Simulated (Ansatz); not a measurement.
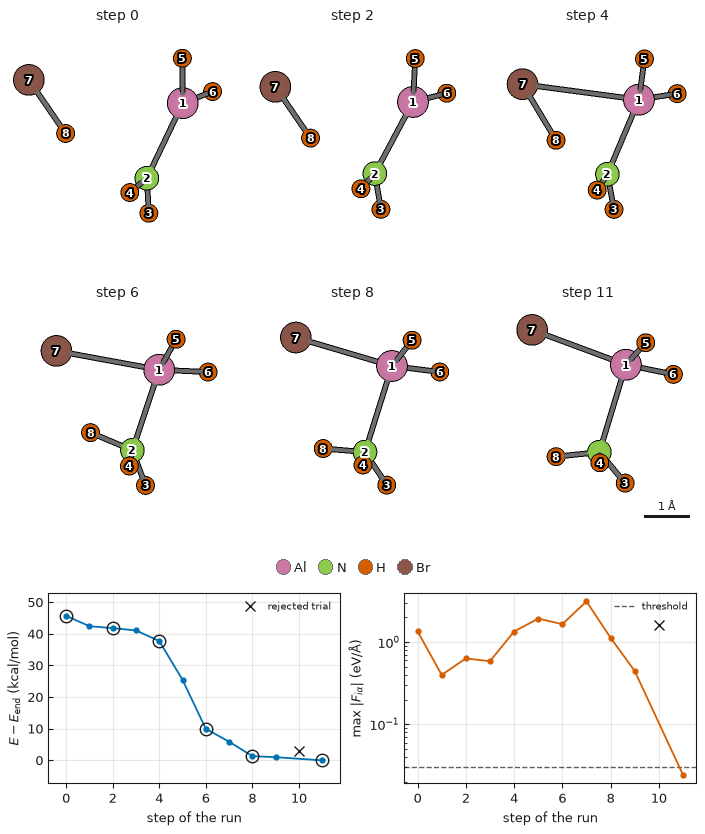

Frames of a relaxation of AlNH5Br, marked on the history of the run. Style: ball-and-stick. Shown at a tilt.

The run prepares an end point of a later path (reaction) calculation, from a guessed geometry.

The calculation used Ansatz 0.2.0, RKS B3LYP-D4/def2-SVP.

Input file:
```yaml
crystal:
  periodic: [false, false, false]
  atoms:
    - { symbol: Al, position_ang: [0.013501, -0.185877, 0.163376] }
    - { symbol: "N", position_ang: [0.030901, -0.221689, 2.038768] }
    - { symbol: H, position_ang: [-0.77931, -0.429793, 2.619322] }
    - { symbol: H, position_ang: [0.87556, -0.218257, 2.612317] }
    - { symbol: H, position_ang: [1.416562, -0.050428, -0.549677] }
    - { symbol: H, position_ang: [-1.38371, -0.347964, -0.554109] }
    - { symbol: Br, position_ang: [-0.351327, 3.289128, 1.079674] }
    - { symbol: H, position_ang: [-0.329978, 1.983581, 1.833027] }
basis:
  gaussian: { orbitals: def2-SVP }
hamiltonian:
  xc: b3lyp
  dispersion: d4
relax:
  f_tol: 0.03
  max_steps: 50
```

Command:
```bash
ansatz run input.yaml --threads 2 --pin off --max-ram 3072MiB --backend cpu --events-out ev --progress --plain --runs-dir out
```

Question: Describe the path.

Answer: Over 10 accepted moves (11 points after the start) the energy falls by 45.7 kcal/mol. The largest force component goes from 1.4 to 0.024 eV/Å. The line search rejected the trial step at point 10 of the run. The atom that moves furthest after the best rigid fit is H8 (1.19 Å). By element the largest moves are H 1.19 Å, Br 0.96 Å, Al 0.73 Å, N 0.42 Å. Some distances before and after: Br7–H8 1.507 → 2.966 Å, Al1–Br7 3.612 → 2.336 Å, N2–H8 2.244 → 1.025 Å, Al1–N2 1.876 → 2.068 Å. New bonds form, among them: Al1–Br7 (3.61 → 2.34 Å), N2–H8 (2.24 → 1.02 Å). Bonds break, among them: Br7–H8 (1.51 → 2.97 Å). Among the angles between lasting bonds that change: N2–Al1–H6 117.4° → 101.2°, N2–Al1–H5 116.4° → 102.0°, Al1–N2–H3 124.5° → 112.8°. From step 0 to 2: Br7 moves most (0.31 Å), energy −3.88 kcal/mol. From step 2 to 4: Br7 moves most (0.28 Å), energy −4.07 kcal/mol. From step 4 to 6: H8 moves most (0.38 Å), energy −27.8 kcal/mol. From step 6 to 8: H8 moves most (0.36 Å), energy −8.66 kcal/mol. From step 8 to 11: H8 moves most (0.19 Å), energy −1.33 kcal/mol.

```json
{"step": "0", "E − E(0), kcal/mol": "0.00", "largest force component, eV/Å": "1.3559", "note": ""}
{"step": "1", "E − E(0), kcal/mol": "-3.26", "largest force component, eV/Å": "0.3991", "note": ""}
{"step": "2", "E − E(0), kcal/mol": "-3.88", "largest force component, eV/Å": "0.6349", "note": ""}
{"step": "3", "E − E(0), kcal/mol": "-4.60", "largest force component, eV/Å": "0.5866", "note": ""}
{"step": "4", "E − E(0), kcal/mol": "-7.95", "largest force component, eV/Å": "1.3488", "note": ""}
{"step": "5", "E − E(0), kcal/mol": "-20.21", "largest force component, eV/Å": "1.9367", "note": ""}
{"step": "6", "E − E(0), kcal/mol": "-35.71", "largest force component, eV/Å": "1.6585", "note": ""}
{"step": "7", "E − E(0), kcal/mol": "-39.79", "largest force component, eV/Å": "3.1362", "note": ""}
{"step": "8", "E − E(0), kcal/mol": "-44.36", "largest force component, eV/Å": "1.1305", "note": ""}
{"step": "9", "E − E(0), kcal/mol": "-44.70", "largest force component, eV/Å": "0.4457", "note": ""}
{"step": "10", "E − E(0), kcal/mol": "-42.86", "largest force component, eV/Å": "1.6064", "note": "rejected"}
{"step": "11", "E − E(0), kcal/mol": "-45.70", "largest force component, eV/Å": "0.0243", "note": ""}
```

Limits of the set-up: the start holds two separate molecules, 2.2 Å apart at their closest, whose relative position is a soft coordinate.
